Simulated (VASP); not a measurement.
Band structure of Ca (fcc). All values below come from optB86b-vdW, VASP's PBE PAW potentials (set 64) (plane waves; VASP).

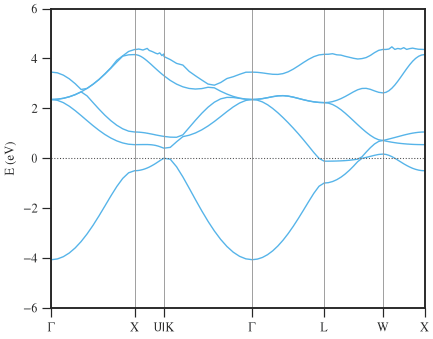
Fig. 1. Bands along high-symmetry lines, zero at the valence-band maximum or, without a gap, the Fermi level

Read the plot: is there a gap, and where are the band edges?

It has no gap at this level: it comes out as a metal or semimetal. (Edges off the drawn lines would not show.)

The compound is Ca in the fcc structure. It was relaxed first, which changed the volume by -6 %.
